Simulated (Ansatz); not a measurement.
**Molecular dynamics, with input and output: C4H12SSi (part 4 of 4)**

The same run, continued: C4H12SSi; RKS PBE-D4/STO-3G (Ansatz 0.2.0). It belongs to a series of runs on one base structure; here: dynamics from the start.

Geometry of the input (Å):
```
C  0.4906  -2.3321  -0.8531
Si 0.7540  -1.0595  0.5045
C  -0.3587  0.4715  0.2435
C  -0.0210  1.1599  -1.1240
C  -0.1069  1.5005  1.3996
S  -2.1163  -0.1068  0.2601
H  0.7834  -1.9352  -1.8391
H  1.0886  -3.2396  -0.6663
H  -0.5686  -2.6320  -0.9131
H  2.1427  -0.6198  0.5100
H  0.4519  -1.6474  1.8025
H  1.0390  1.4808  -1.1527
H  -0.6500  2.0596  -1.2742
H  -0.1991  0.4735  -1.9733
H  -0.7411  2.3997  1.2686
H  -0.3399  1.0582  2.3868
H  0.9503  1.8316  1.4084
H  -2.6364  1.1481  0.0635
```

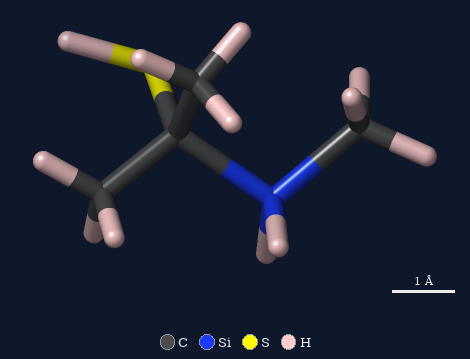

Fig. 1: The geometry at step 176 of the log (stick view, seen at a tilt).

### Trajectory as extended XYZ, continued
```
18
Properties=species:S:1:pos:R:3:forces:R:3 step=107 time_fs=26.8 energy=-22778.88645 temperature=229.2
C     0.5401   -2.1975   -1.0046   -2.2487   0.5356   2.6434
Si    0.7493   -0.9911    0.5664    0.6830  -1.7964  -1.9399
C    -0.4175    0.4530    0.2994    0.6555  -0.4959  -0.8117
C     0.0664    0.9315   -1.1731   -1.3711  -0.7992   1.1517
C    -0.0506    1.4802    1.4082    1.4539   1.8949  -1.1871
S    -2.1992   -0.0998    0.2558    1.3361  -1.0412   0.0800
H     0.7714   -1.8230   -1.9851   -0.4536   1.2945  -0.9199
H     1.2258   -3.0028   -0.9633    1.1077  -1.8470   0.8362
H    -0.5318   -2.6347   -0.9402    1.7770   0.7352  -0.5227
H     2.1217   -0.5035    0.6711   -0.0952   0.1497  -0.2970
H     0.5949   -1.6973    1.8080   -0.4886  -0.4048   0.3388
H     1.1600    0.8803   -1.2149    0.4416   0.4701  -0.1529
H    -0.3175    1.9505   -1.3747    0.1195  -0.1317  -0.4202
H    -0.3265    0.1474   -1.8797    0.1218   1.0549   0.1524
H    -0.5641    2.4625    1.3029   -0.2893  -0.2899  -0.0069
H    -0.1608    1.1454    2.4244   -0.6694  -0.7372   1.1003
H     1.0537    1.7552    1.3473   -0.9574  -0.4089  -0.2684
H    -2.5404    1.1501    0.4601   -1.1226   1.8174   0.2242
18
Properties=species:S:1:pos:R:3:forces:R:3 step=117 time_fs=29.2 energy=-22779.12070 temperature=342.1
C     0.5433   -2.1999   -1.0165   -0.6754   2.1767   2.5110
Si    0.7513   -0.9972    0.5802    0.2550  -1.5963  -2.4840
C    -0.4216    0.4580    0.2919    0.8128  -1.0305  -0.5747
C     0.0689    0.9166   -1.1782   -0.9020   0.0015   1.5111
C    -0.0456    1.4820    1.4017    0.1239   1.1941  -0.2110
S    -2.2002   -0.0971    0.2589    0.6127   1.2114   0.4219
H     0.7452   -1.7559   -1.9745   -0.0643   1.0436  -0.7624
H     1.2211   -2.9915   -0.9715    1.7464  -2.2124   0.5368
H    -0.4538   -2.6285   -1.0223   -0.6874  -0.1443  -0.0693
H     2.1073   -0.4562    0.6033   -0.0760  -0.0341  -0.0714
H     0.5969   -1.7071    1.8207   -0.3267  -0.3309   0.3616
H     1.1736    0.8985   -1.2209   -0.0251   0.2128  -0.1990
H    -0.3129    1.9334   -1.3533    0.0411   0.2166  -0.4985
H    -0.3541    0.1889   -1.8999    0.1411   0.4177  -0.1027
H    -0.5823    2.4456    1.3008   -0.2753  -0.0065  -0.0861
H    -0.1930    1.1446    2.4385   -0.3531  -0.4645   0.0951
H     1.0283    1.7552    1.3402    0.0044  -0.1709  -0.2204
H    -2.5902    1.2137    0.4825   -0.3519  -0.4840  -0.1581
18
Properties=species:S:1:pos:R:3:forces:R:3 step=127 time_fs=31.8 energy=-22779.02969 temperature=298.6
C     0.5445   -2.1928   -1.0164    3.6319   0.3598   0.7650
Si    0.7538   -1.0068    0.5888   -0.2332  -1.6554  -2.1144
C    -0.4217    0.4581    0.2815    0.7263  -1.1578  -0.2036
C     0.0669    0.9021   -1.1760   -0.1610   1.5355   1.4664
C    -0.0404    1.4896    1.3943   -1.8010  -0.0821   0.9847
S    -2.2001   -0.0924    0.2627    0.0542   2.2845   0.5841
H     0.7144   -1.6341   -1.9991    0.1711  -0.6200   1.3793
H     1.3005   -3.0888   -0.9503   -1.3051   1.8182  -0.2606
H    -0.4133   -2.6309   -1.1103   -2.0195  -0.7349   0.2084
H     2.0884   -0.4110    0.5313   -0.0599  -0.2418   0.1699
H     0.5800   -1.7346    1.8517   -0.0581   0.1194  -0.2305
H     1.1853    0.9289   -1.2383   -0.5833  -0.1223  -0.1333
H    -0.3052    1.9269   -1.3599    0.0546   0.1467  -0.2373
H    -0.3744    0.2536   -1.9274   -0.0329  -0.5004  -0.5170
H    -0.6162    2.4276    1.2938   -0.1015   0.1860  -0.1114
H    -0.2448    1.1174    2.4571    0.2409   0.1436  -1.3184
H     1.0050    1.7461    1.3206    1.1504   0.2361  -0.0515
H    -2.6619    1.2553    0.4966    0.3258  -1.7150  -0.3799
18
Properties=species:S:1:pos:R:3:forces:R:3 step=137 time_fs=34.2 energy=-22779.03814 temperature=302.5
C     0.5603   -2.1838   -1.0120    0.3639  -1.1097   0.3204
Si    0.7559   -1.0200    0.5929   -0.6195  -1.5578  -1.7955
C    -0.4182    0.4525    0.2702    0.5220  -0.9141   0.2276
C     0.0634    0.8947   -1.1670   -0.8596   1.8848  -0.0924
C    -0.0428    1.4974    1.3907   -0.9525   0.0461  -0.2601
S    -2.1997   -0.0838    0.2676    0.1282   1.0999   0.3626
H     0.6946   -1.5428   -1.9536    0.5278  -1.0805   1.2463
H     1.3179   -3.0971   -0.9419   -1.4097   2.1996  -0.5540
H    -0.4668   -2.6647   -1.1831    1.0848   0.6907   0.8110
H     2.0663   -0.3800    0.4693    0.0235  -0.3809   0.3770
H     0.5592   -1.7559    1.8704    0.1470   0.3964  -0.5580
H     1.1676    0.9526   -1.2633   -0.1335  -0.3605   0.0013
H    -0.2946    1.9286   -1.3802    0.0261  -0.0335   0.1482
H    -0.3934    0.2949   -1.9788    0.3300  -0.3301   0.2719
H    -0.6550    2.4192    1.2804    0.2668   0.0845  -0.0793
H    -0.2845    1.0953    2.4088    0.3910   0.0702  -0.4617
H     1.0355    1.7477    1.2987   -0.2069   0.0906   0.2652
H    -2.7172    1.2051    0.4898    0.3705  -0.7954  -0.2305
18
Properties=species:S:1:pos:R:3:forces:R:3 step=146 time_fs=36.5 energy=-22779.03030 temperature=298.6
C     0.5767   -2.1795   -1.0060   -3.0180   0.1567   1.4695
Si    0.7566   -1.0346    0.5932   -0.8147  -1.2041  -1.9232
C    -0.4128    0.4435    0.2608    0.2887  -0.4628   0.5478
C     0.0568    0.8960   -1.1591   -1.3261   1.5682  -1.3467
C    -0.0491    1.5046    1.3863    0.1857   0.4173  -2.0937
S    -2.1991   -0.0743    0.2725    0.8060  -1.3414  -0.0463
H     0.7028   -1.5099   -1.8548    0.7640  -0.0742  -0.5496
H     1.2703   -3.0037   -0.9607    0.9574  -0.5426  -0.3981
H    -0.4744   -2.6666   -1.2098    1.8655   1.0781   1.0107
H     2.0477   -0.3710    0.4322    0.1582  -0.4135   0.4918
H     0.5472   -1.7566    1.8614    0.1901   0.2887  -0.2835
H     1.1445    0.9565   -1.2860    0.4482  -0.4011   0.1339
H    -0.2841    1.9298   -1.3920   -0.1183   0.0622   0.3539
H    -0.3953    0.3145   -2.0133    0.4846  -0.1073   0.9156
H    -0.6777    2.4164    1.2644    0.4119   0.0389  -0.0267
H    -0.3021    1.0776    2.3435    0.1218  -0.3658   1.2038
H     1.0571    1.7543    1.2915   -1.1935  -0.0479   0.4244
H    -2.7505    1.1226    0.4725   -0.2115   1.3505   0.1164
18
Properties=species:S:1:pos:R:3:forces:R:3 step=156 time_fs=39.0 energy=-22779.09114 temperature=328.1
C     0.5816   -2.1730   -0.9923   -1.8265   2.1681   2.3391
Si    0.7559   -1.0533    0.5895   -0.7579  -0.5654  -2.1656
C    -0.4055    0.4315    0.2530    0.0208   0.1237   0.6847
C     0.0439    0.9048   -1.1561   -0.1851   1.3309  -1.2340
C    -0.0561    1.5140    1.3726   -0.5878  -0.7870  -1.2241
S    -2.1971   -0.0661    0.2780    0.7995  -1.9893  -0.1134
H     0.7537   -1.4759   -1.7755    0.5684   0.6347  -1.4693
H     1.2763   -2.9359   -1.0035    2.3618  -2.2773  -0.1709
H    -0.3932   -2.6151   -1.1863   -0.6433  -0.0795   0.3695
H     2.0362   -0.3841    0.4186    0.2946  -0.3683   0.5192
H     0.5439   -1.7428    1.8381    0.0897  -0.0828   0.3896
H     1.1397    0.9389   -1.3030    0.1236  -0.2439   0.3149
H    -0.2793    1.9358   -1.3860   -0.2481   0.2989   0.3307
H    -0.3735    0.3275   -2.0053   -0.0352  -0.4060   0.4089
H    -0.6815    2.4168    1.2450    0.1706   0.1941   0.0120
H    -0.3129    1.0423    2.3283    0.2030   0.1880   0.6063
H     1.0231    1.7607    1.3059   -0.1947   0.1532   0.2588
H    -2.7976    1.1018    0.4586   -0.1533   1.7079   0.1437
18
Properties=species:S:1:pos:R:3:forces:R:3 step=166 time_fs=41.5 energy=-22779.15901 temperature=361.0
C     0.5806   -2.1571   -0.9682    4.7408   0.8138   0.2742
Si    0.7535   -1.0732    0.5814   -0.4489   0.0889  -1.5102
C    -0.3981    0.4200    0.2486   -0.1822   0.6266   0.6011
C     0.0301    0.9204   -1.1591    0.9871   1.0813  -0.3745
C    -0.0663    1.5193    1.3531   -1.6285  -1.9688   0.5755
S    -2.1938   -0.0611    0.2833   -0.3569  -0.0695   0.1907
H     0.8339   -1.4171   -1.7694   -0.4020  -0.7988   0.1056
H     1.3914   -2.9727   -1.0545   -1.3377   1.0929   0.3440
H    -0.3536   -2.5703   -1.1425   -2.7591  -1.1628  -0.4352
H     2.0417   -0.4191    0.4356    0.3033  -0.2864   0.4610
H     0.5459   -1.7327    1.8356   -0.0180  -0.2362   0.5794
H     1.1414    0.9079   -1.3019   -0.3874   0.1151   0.3603
H    -0.2884    1.9577   -1.3611   -0.1907   0.1705   0.1331
H    -0.3542    0.3165   -1.9749   -0.6057  -0.5870  -0.4089
H    -0.6754    2.4278    1.2263   -0.1236   0.1781   0.0167
H    -0.3117    1.0194    2.3461    0.2869   0.9714  -0.7324
H     0.9802    1.7765    1.3354    1.1469   0.3460  -0.0152
H    -2.8476    1.1697    0.4516    0.9757  -0.3750  -0.1651
18
Properties=species:S:1:pos:R:3:forces:R:3 step=176 time_fs=44.0 energy=-22779.13382 temperature=348.8
C     0.5983   -2.1379   -0.9428    1.7549  -1.6547  -2.0669
Si    0.7502   -1.0929    0.5702   -0.0287   0.6458   0.2933
C    -0.3915    0.4116    0.2471   -0.3180   0.8749   0.3612
C     0.0204    0.9410   -1.1643    0.4060  -0.0354  -0.3425
C    -0.0831    1.5159    1.3356    0.1806  -0.7345   0.5968
S    -2.1910   -0.0564    0.2889   -0.7765   0.7347   0.2759
H     0.8926   -1.3989   -1.7638   -0.9621  -1.0716   0.5836
H     1.4439   -2.9618   -1.0856   -2.1600   1.4501   0.7685
H    -0.4390   -2.5774   -1.1170    1.3402   0.4853  -0.0154
H     2.0644   -0.4712    0.4799    0.1280  -0.2085   0.3412
H     0.5473   -1.7348    1.8633   -0.0511  -0.0241  -0.0609
H     1.1245    0.8836   -1.2807   -0.0718   0.4398   0.1257
H    -0.3083    1.9885   -1.3285   -0.0353  -0.1996  -0.1083
H    -0.3665    0.2766   -1.9614   -0.3672   0.3100   0.0156
H    -0.6750    2.4472    1.2083   -0.1112  -0.2459  -0.0144
H    -0.2960    1.0483    2.3300   -0.1290   0.5901  -0.2161
H     0.9900    1.8091    1.3639   -0.1294  -0.1195  -0.2936
H    -2.8437    1.2224    0.4360    1.3307  -1.2369  -0.2435
18
Properties=species:S:1:pos:R:3:forces:R:3 step=185 time_fs=46.2 energy=-22779.15491 temperature=358.9
C     0.6223   -2.1265   -0.9278   -2.0683  -1.5464  -1.8198
Si    0.7472   -1.1094    0.5606    0.3394   1.1959   1.8020
C    -0.3869    0.4076    0.2473   -0.3681   0.7847   0.1251
C     0.0134    0.9595   -1.1704   -0.4429  -0.9976  -0.1519
C    -0.0980    1.5096    1.3222    1.6068   0.8141  -0.1649
S    -2.1897   -0.0513    0.2944   -0.2966  -0.0567   0.1605
H     0.8999   -1.4318   -1.7349   -0.7219   0.1008  -0.3998
H     1.3918   -2.8874   -1.0770   -0.0552  -0.8457   0.5997
H    -0.4669   -2.5674   -1.0971    2.6262   0.9216   0.1092
H     2.0915   -0.5289    0.5373   -0.1093  -0.1364   0.1869
H     0.5458   -1.7386    1.8866   -0.1084   0.1077  -0.6168
H     1.1057    0.8829   -1.2551    0.4152   0.5423  -0.1827
H    -0.3287    2.0077   -1.3040    0.0353  -0.2755  -0.2726
H    -0.3965    0.2541   -1.9502    0.0249   0.9915   0.3419
H    -0.6803    2.4535    1.1912   -0.0693  -0.4754  -0.1080
H    -0.2879    1.1035    2.3065   -0.5474  -0.2284   1.0364
H     0.9970    1.8337    1.3752   -1.0353  -0.4757  -0.5168
H    -2.7758    1.2136    0.4102    0.7749  -0.4209  -0.1283
18
Properties=species:S:1:pos:R:3:forces:R:3 step=195 time_fs=48.8 energy=-22779.18455 temperature=373.2
C     0.6396   -2.1200   -0.9191   -2.2484   0.4038  -0.8096
Si    0.7445   -1.1253    0.5535    0.6807   1.9308   2.5143
C    -0.3835    0.4068    0.2481   -0.3102   0.3352  -0.0746
C     0.0041    0.9758   -1.1775   -0.0590  -0.9548   0.8353
C    -0.1077    1.5058    1.3074    0.8186   0.5983   0.8485
S    -2.1885   -0.0460    0.3007    0.6605  -1.8858  -0.0084
H     0.8697   -1.4615   -1.7274   -0.0997   0.9370  -1.2120
H     1.3406   -2.8614   -1.0362    2.1545  -2.9055   0.1634
H    -0.3681   -2.5118   -1.0711   -0.1930  -0.2977  -0.2336
H     2.1153   -0.6003    0.6112   -0.2689  -0.0072  -0.0042
H     0.5374   -1.7382    1.8799   -0.2745  -0.0551  -0.5697
H     1.1045    0.9123   -1.2371    0.1239   0.4746  -0.4162
H    -0.3499    2.0152   -1.2919   -0.0123  -0.0316  -0.3034
H    -0.4300    0.2800   -1.9232    0.0299   0.5535  -0.2837
H    -0.6914    2.4365    1.1655   -0.2382  -0.1558  -0.2610
H    -0.3073    1.1555    2.3292   -0.3922  -0.2614   0.2853
H     0.9552    1.8367    1.3593   -0.0652  -0.2425  -0.4923
H    -2.6607    1.1892    0.3749   -0.3065   1.5644   0.0220
18
Properties=species:S:1:pos:R:3:forces:R:3 step=205 time_fs=51.2 energy=-22779.16122 temperature=362.2
C     0.6495   -2.1132   -0.9157    3.6853  -1.1413  -2.1518
Si    0.7432   -1.1371    0.5516    0.7794   2.6202   2.3548
C    -0.3816    0.4076    0.2486   -0.1312  -0.2829  -0.2064
C    -0.0054    0.9876   -1.1805    0.6501  -0.1156   1.5699
C    -0.1138    1.5048    1.2969   -0.9083  -0.1110   2.0603
S    -2.1864   -0.0437    0.3071    0.5651  -0.9766   0.0013
H     0.8318   -1.4471   -1.7796    0.2426  -0.2555   0.1113
H     1.3848   -2.9712   -0.9826   -0.7522   0.8834   0.1302
H    -0.2919   -2.4782   -1.0602   -3.6381  -1.7292  -0.5782
H     2.1244   -0.6719    0.6852   -0.1747   0.1865  -0.1402
H     0.5121   -1.7422    1.8423   -0.5037  -0.4306   0.0705
H     1.1094    0.9690   -1.2431   -0.4225   0.2203  -0.4812
H    -0.3718    2.0202   -1.2968   -0.0582   0.1159  -0.1204
H    -0.4628    0.3365   -1.9141   -0.1164  -0.3027  -0.9883
H    -0.7161    2.4101    1.1249   -0.2627   0.1720  -0.2874
H    -0.3483    1.1930    2.3660    0.1165  -0.0228  -1.0989
H     0.9128    1.8270    1.3154    1.3554   0.2640  -0.2136
H    -2.5582    1.2433    0.3395   -0.4264   0.9059  -0.0321
18
Properties=species:S:1:pos:R:3:forces:R:3 step=215 time_fs=53.8 energy=-22779.18775 temperature=374.8
C     0.6723   -2.1128   -0.9231   -0.5573  -3.6074  -3.1688
Si    0.7435   -1.1434    0.5548    0.4635   2.6143   1.9161
C    -0.3804    0.4071    0.2481    0.1021  -0.7504  -0.2508
C    -0.0124    0.9984   -1.1764   -0.2269   0.0194   0.4905
C    -0.1232    1.5040    1.2956    0.0323   0.7987   0.8566
S    -2.1832   -0.0430    0.3135    0.1461   1.4510  -0.0613
H     0.8080   -1.4446   -1.8292    0.4805  -0.9525   0.8436
H     1.3988   -3.0447   -0.9237   -1.4108   2.1537  -0.3118
H    -0.3786   -2.5257   -1.0760    1.1135   0.1906   0.2275
H     2.1237   -0.7323    0.7514    0.0584   0.3613  -0.1501
H     0.4574   -1.7708    1.8072   -0.5899  -0.5754   0.3842
H     1.0933    1.0386   -1.2770   -0.1967  -0.0963  -0.3600
H    -0.3968    2.0305   -1.3082   -0.0384  -0.0327   0.1933
H    -0.4983    0.3815   -1.9554    0.4386  -0.0507  -0.1803
H    -0.7539    2.3913    1.0683    0.1630   0.0082  -0.0693
H    -0.3844    1.2267    2.3478    0.2602  -0.2399  -0.4724
H     0.9351    1.8286    1.2589    0.0200   0.0420   0.1550
H    -2.4801    1.3435    0.3027   -0.2579  -1.3339  -0.0421
18
Properties=species:S:1:pos:R:3:forces:R:3 step=224 time_fs=56.0 energy=-22779.11003 temperature=337.4
C     0.6916   -2.1264   -0.9423   -3.7969  -2.5029  -1.6288
Si    0.7447   -1.1443    0.5612   -0.0417   1.7276   1.5780
C    -0.3789    0.4035    0.2466    0.3339  -0.8669  -0.1764
C    -0.0194    1.0083   -1.1705   -1.0239   0.0085  -0.7360
C    -0.1316    1.5065    1.2980    1.2355   1.5486  -1.3728
S    -2.1800   -0.0404    0.3191    0.1375   1.9704  -0.1854
H     0.8107   -1.4857   -1.8371    0.6611  -0.4648   0.0976
H     1.3477   -3.0131   -0.8852    0.2029   0.2808  -0.5620
H    -0.4230   -2.5678   -1.0828    2.7262   0.9712   0.4062
H     2.1251   -0.7690    0.8035    0.1150   0.3935  -0.0966
H     0.3794   -1.8240    1.7918   -0.3560  -0.2277  -0.1009
H     1.0688    1.0973   -1.3257    0.1951  -0.2778  -0.1063
H    -0.4215    2.0386   -1.3094   -0.0529  -0.1431   0.4187
H    -0.5098    0.4185   -2.0033    0.7769   0.1860   0.6805
H    -0.7808    2.3754    1.0139    0.4727  -0.0965   0.2313
H    -0.4051    1.2447    2.3097    0.0439  -0.5351   1.0210
H     0.9600    1.8330    1.2156   -1.1945  -0.1769   0.5195
H    -2.4246    1.3757    0.2676   -0.4348  -1.7948   0.0125
18
Properties=species:S:1:pos:R:3:forces:R:3 step=234 time_fs=58.5 energy=-22779.30683 temperature=432.2
C     0.6958   -2.1519   -0.9708   -3.4205   0.7948   0.7496
Si    0.7459   -1.1420    0.5714   -0.4171   0.4318   0.9840
C    -0.3756    0.3955    0.2441    0.5279  -0.6330  -0.0719
C    -0.0316    1.0194   -1.1671   -0.3382   0.3667  -0.8586
C    -0.1358    1.5158    1.2950    0.3839   0.5055  -1.1073
S    -2.1762   -0.0343    0.3250    0.3709   0.3551  -0.1995
H     0.8510   -1.5540   -1.8447    0.7184   0.4225  -1.0175
H     1.3115   -2.9748   -0.8711    2.2644  -2.3634  -0.2881
H    -0.3350   -2.5661   -1.0702    0.3615   0.1840  -0.0328
H     2.1317   -0.7881    0.8560   -0.0826   0.2979  -0.0512
H     0.2741   -1.8941    1.7674    0.0948   0.3220  -0.6967
H     1.0499    1.1471   -1.3843    0.0336  -0.3338   0.3336
H    -0.4523    2.0408   -1.2877   -0.1286  -0.0127   0.4516
H    -0.4829    0.4661   -2.0230    0.2514  -0.3101   0.4155
H    -0.7863    2.3547    0.9663    0.2774   0.2535   0.4136
H    -0.4236    1.2376    2.3150    0.2181  -0.1819   0.3974
H     0.9297    1.8305    1.1960   -0.3278   0.1362   0.6074
H    -2.3888    1.3198    0.2289   -0.7876  -0.2352  -0.0289
18
Properties=species:S:1:pos:R:3:forces:R:3 step=244 time_fs=61.0 energy=-22779.18698 temperature=374.8
C     0.6871   -2.1751   -0.9963    4.3215   0.8616   1.3653
Si    0.7462   -1.1386    0.5837   -0.5391  -0.4782  -0.0275
C    -0.3697    0.3846    0.2413    0.5075   0.0319  -0.0303
C    -0.0452    1.0324   -1.1676    0.6043   0.6349  -0.1041
C    -0.1386    1.5275    1.2870   -1.1709  -1.1034   0.4392
S    -2.1717   -0.0277    0.3306    0.6356  -1.9752   0.0007
H     0.9307   -1.6052   -1.9008    0.1023  -0.0242  -0.0502
H     1.3816   -3.0416   -0.8773   -0.1947   0.5054  -0.3704
H    -0.2452   -2.5622   -1.0612   -4.2001  -1.6514  -0.6581
H     2.1334   -0.7896    0.9053   -0.2826   0.1717  -0.0187
H     0.1736   -1.9468    1.7048    0.3821   0.5327  -0.6126
H     1.0331    1.1779   -1.4233   -0.1298  -0.2031   0.6941
H    -0.4905    2.0420   -1.2402   -0.1425   0.0953   0.2202
H    -0.4426    0.4946   -2.0214   -0.5517  -0.8754  -0.4171
H    -0.7765    2.3495    0.9424   -0.1583   0.6261   0.3958
H    -0.4288    1.2207    2.3405    0.4436   0.3718  -0.9808
H     0.8855    1.8372    1.2112    1.3809   0.5810   0.4001
H    -2.3997    1.2544    0.1873   -1.0083   1.8985  -0.2456
```

### Results in brief

```json
{"quantity": "outcome", "value": "finished"}
{"quantity": "mean temperature over the second half", "value": "351 K"}
{"quantity": "trajectory", "value": "244 steps, 61 fs"}
{"quantity": "ensemble", "value": "nve"}
{"quantity": "temperature in the input", "value": "700.0 K"}
{"quantity": "time step", "value": "0.25 fs"}
{"quantity": "potential energy (last step)", "value": "−22779.1870 eV"}
{"quantity": "mean-field energy (last step)", "value": "−22778.6997 eV"}
{"quantity": "largest force (length of the vector) (last step)", "value": "4.613 eV/Å"}
{"quantity": "wall time", "value": "11 min"}
{"quantity": "peak memory", "value": "0.23 GiB"}
```

So short a trajectory is not equilibrated.
